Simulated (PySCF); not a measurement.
System: C₇H₇NS (SMILES [S-][CH]Cc1ccncc1) (charge −1, doublet).

Input file:

```
{"job": {"kind": "epr", "basis": "pcH-1"}, "charge": -1, "multiplicity": 2}
S     -2.764541     1.130560     1.545794
C     -2.210367    -0.044567     0.496696
C     -1.549820     0.260504    -0.806566
C     -0.120953     0.090015    -0.421883
C      0.522438    -1.161390    -0.492460
C      1.803638    -1.293324    -0.018665
N      2.522516    -0.301557     0.518640
C      1.904060     0.885694     0.595259
C      0.630560     1.133192     0.150623
H     -2.148252    -1.067186     0.852236
H     -1.771340     1.283208    -1.116388
H     -1.846587    -0.442745    -1.595844
H      0.007871    -2.011460    -0.924364
H      2.318895    -2.248850    -0.077042
H      2.501569     1.680410     1.032422
H      0.192716     2.116440     0.250131
```

Launched as:

```sh
OMP_NUM_THREADS=1 python probes_run.py task.json out
```

Geometry: GFN2-xTB.

Computed with PySCF, UKS B3LYP, pcH-1 on C H N S, non-relativistic, mean-field spin-orbit, GIAO.

**What will maps of the electron density, electron localisation function and spin density show?**

C–N (1.34 Å): the density is about 2.4 e/Å³ at the midpoint; the ELF peaks at about 0.90 between the atoms, as expected for localised, covalent bonding.
C–C (1.37 Å): ρ is about 2.2 e/Å³ halfway; the ELF peaks at about 0.95 between the atoms (a covalent bond).
C–H (1.08 Å): the density is about 2 e/Å³ at the midpoint; the ELF climbs to about 1 towards the hydrogen, as it does in any bond to H; a covalent bond by its length.
C–C (1.49 Å): ρ is about 1.7 e/Å³ halfway; the ELF peaks at about 0.95 between the atoms: a shared electron pair.
The unpaired spin (1 electron) lies mostly on C2 (about 0.3), S1 (about 0.3), N7 (about 0.1) and C4 (about 0.1), in electrons by Hirshfeld's partition.

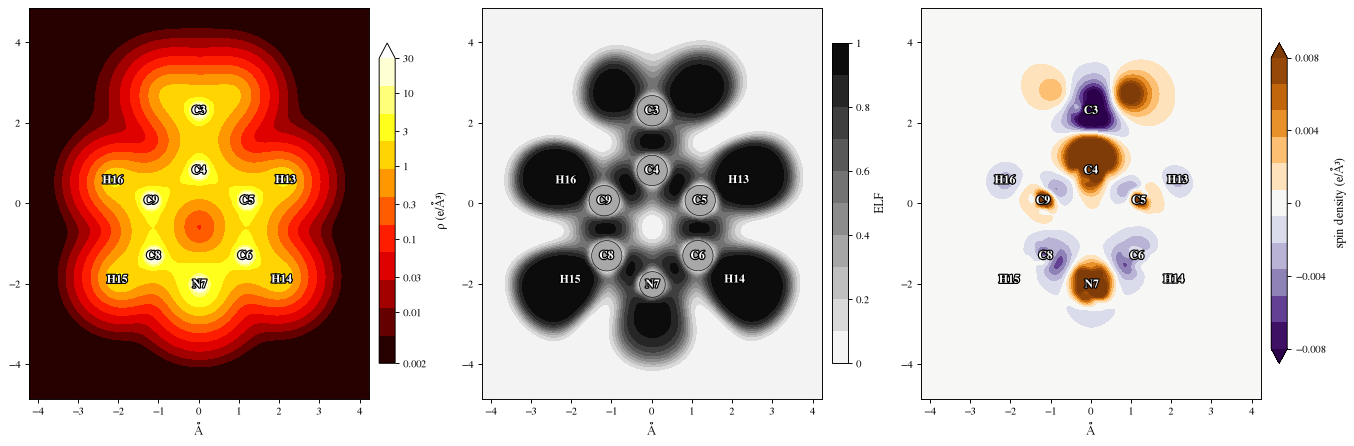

Computed electron density, electron localisation function and spin density on the plane of atoms C4, C9 and H16, in this order. Grey discs cover the atomic cores in the ELF map. 
